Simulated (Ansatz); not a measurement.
How far to go with the k-point mesh: CaPbF₆ (I4mm, 8 atoms in the cell)

```yaml
crystal:
  lattice:
    - [0.00000, 4.32994, 4.32994]
    - [4.32994, 0.00000, 4.32994]
    - [4.32994, 4.32994, 0.00000]
  atoms:
    - { symbol: Ca, position: [0.50577, 0.50577, 0.49423] }
    - { symbol: Pb, position: [0.00000, 0.00000, 0.00000] }
    - { symbol: F, position: [0.76012, 0.76012, 0.23988] }
    - { symbol: F, position: [0.23988, 0.23988, 0.76012] }
    - { symbol: F, position: [0.23988, 0.76012, 0.76012] }
    - { symbol: F, position: [0.76012, 0.23988, 0.23988] }
    - { symbol: F, position: [0.76012, 0.23988, 0.76012] }
    - { symbol: F, position: [0.23988, 0.76012, 0.23988] }
```

Computed with LDA (PW92), default PAW files made with PBE (plane waves; Ansatz, a program for electronic structure).

Base settings: basis.ecutwfc = 420 eV; kpoints.mp_grid.grid = 5 5 5; hamiltonian.xc = lda; hamiltonian.pseudopotentials = {kind: paw} (the program's default PAW files); scf.occupations.method = fermi_dirac; scf.occupations.width = 0.01 eV.

The second cell is the first with its lattice scaled by 0.98.

Only quantities that move along the ladder and can be compared are tabulated.

The count of work is k-points × plane waves × bands × iterations; it is no time. Core times come from one kind of shared machine, to one figure; runs under 30 s give none.

The starting cell comes from a database of computed structures (which also holds hypothetical and non-ambient phases and stackings), without a prior relaxation at this level. Its lattice was rescaled by up to half a per cent. One atom was moved a little off its site on purpose. Spin-orbit coupling is off. In the base run, with a pressure of about -3 GPa the cell is away from its equilibrium volume at this level. Ansatz's pressure includes its estimate of the finite-basis (Pulay) stress.

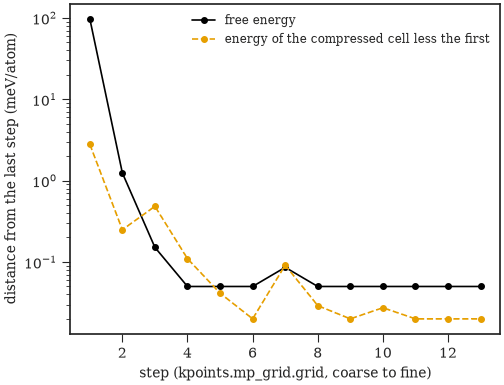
Figure. Distance from the last step along the ladder; very small values are drawn at a floor.

```csv
kpoints.mp_grid.grid,free energy less the last step's (meV/atom),energy of the compressed cell less the first (meV/atom),pressure (GPa),largest difference of a force vector from the last step's (eV/Å),gap on the mesh (eV),count of work / last,core time / last (rough)
1 1 1,97.74,-6.84,-2.88,0.129,3.444,0.0046,–
2 2 2,1.24,-9.39,-3.27,0.013,3.509,0.018,–
3 3 3,-0.15,-9.16,-3.29,0.000,3.511,0.025,–
4 4 4,-0.03,-9.53,-3.29,0.000,3.511,0.053,–
5 5 5,-0.03,-9.60,-3.29,0.000,3.511,0.074,–
6 6 6,0.01,-9.65,-3.29,0.000,3.511,0.12,–
7 7 7,-0.09,-9.55,-3.29,0.000,3.511,0.16,–
8 8 8,0.01,-9.61,-3.29,0.000,3.511,0.24,–
9 9 9,0.02,-9.65,-3.29,0.000,3.511,0.31,0.3
10 10 10,-0.03,-9.61,-3.29,0.000,3.511,0.42,0.4
11 11 11,0.00,-9.63,-3.29,0.000,3.511,0.52,0.5
12 12 12,0.01,-9.64,-3.29,0.000,3.511,0.67,0.7
13 13 13,0.00,-9.64,-3.29,0.000,3.511,0.80,0.8
14 14 14,0.00,-9.64,-3.29,0.000,3.511,1.0,1
```

Coarsest kpoints.mp_grid.grid that holds the pressure within 0.2 GPa of the last step, with all finer ones: 2 2 2, at 0.018 of the last step's count of work; the step before is off by 0.41 GPa.

Coarsest kpoints.mp_grid.grid that holds the free energy within 2 meV/atom of the last step, with all finer ones: 2 2 2, at 0.018 of the last step's count of work; the step before is off by 98 meV/atom.

Coarsest kpoints.mp_grid.grid that holds the forces within 0.005 eV/Å of the last step, with all finer ones: 3 3 3, at 0.025 of the last step's count of work; the step before is off by 0.013 eV/Å.

The energy difference between the two cells stays within 1 meV/atom of the last step's from 2 2 2 on, the total only from 3 3 3 on: much of the error is common to both cells and cancels.

Keys are those of Ansatz 0.2.
